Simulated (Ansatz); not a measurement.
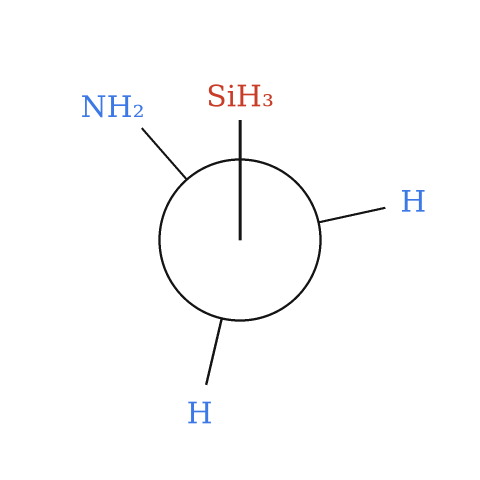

A Newman projection along the Se–C bond, selenium in front; angles are drawn as computed, but eclipsed bonds slightly apart. The computed structure is the end point of a PBE0-D4/def2-TZVP optimisation. No frequency run is at hand to confirm it as a minimum.

**Which molecule is it?**

CH7NSeSi, NC[Se][SiH3]

**What is the torsion angle from the front SiH3 to the back NH2? The sign is positive where the front bond must turn clockwise to cover the back bond.**

−41°, synclinal (gauche).
